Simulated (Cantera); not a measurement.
A closed system holds: 1 mol SiC, 1.2 mol H2, held at 0.100 bar.

Method: chemical equilibrium by Gibbs-energy minimisation in Cantera with the NASA 1993 tables (ideal gas, pure condensed phases). Candidate condensed phases: C, C6H6, C7H8, C8H18, Si, SiC; 87 gas species. Gases not in the tables: Si2H6 and higher silanes. Equilibrium is a limit: real reactors are often held back by kinetics, nucleation or transport.

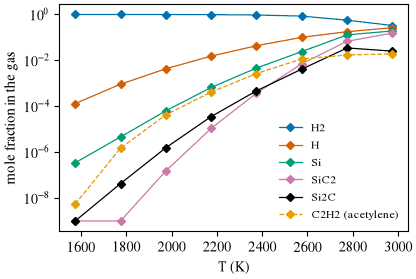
Equilibrium gas composition (values under 1e-9 drawn at 1e-9)

From 1575 K to 2575 K the condensed part is SiC(s). At 2775 K the condensed part is C(graphite) + SiC(s). At 2975 K the condensed part is C(graphite). The main Si-bearing gas is SiH2 at 1575 K and Si at 2975 K.
